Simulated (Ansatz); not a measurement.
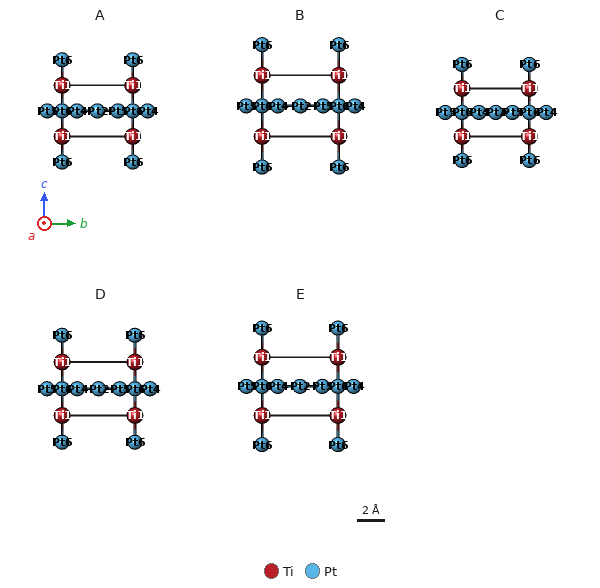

5 geometries from one relaxation of crystalline TiPt5 (a generated structure, set up in P4/mmm) (coarse preliminary run), in shuffled order. Style: ball-and-stick. Shown: the cell of the calculation, along the a axis.

The calculation used DFT PBE, scalar-relativistic, plane waves, PAW (Ansatz 0.2.0). Settings: plane-wave cutoff 420 eV; k-point mesh 4 × 4 × 6; occupations gaussian; smearing width 0.1 eV; no spin polarisation; cell and atoms relaxed; force threshold 0.04 eV/Å; at most 70 steps.

Question: Put them in the order of the run, from the start to the converged end.

Answer: C, A, D, E, B. They are steps 0, 2, 3, 5, 12, at +7757 meV per atom, +1208 meV per atom, +526 meV per atom, +140 meV per atom relative to the last. Over 10 accepted moves (12 points after the start) the energy falls by 7757 meV per atom. The largest force component goes from 68 to 0.0016 eV/Å. Pressure: 266.60 GPa at the start and −0.04 GPa at the end. The SCF was repeated twice at an unchanged geometry on a basis and grid sized afresh for the cell, which shifted the energy by 92.3 meV per atom at most. The largest moves relative to the cell, 0.26 Å, are those of Pt atoms. Ti stays in place. The volume changes by +66.5 %, with a = b 5.102 → 5.830 Å (+14.3 %), c 3.641 → 4.642 Å (+27.5 %). Some distances before and after: Pt–Pt 2.545 → 3.428 Å, Pt–Pt 1.800 → 2.424 Å, Pt–Ti 1.821 → 2.321 Å, Pt–Pt 2.556 → 2.401 Å. The space group stays P4/mmm (No. 123).
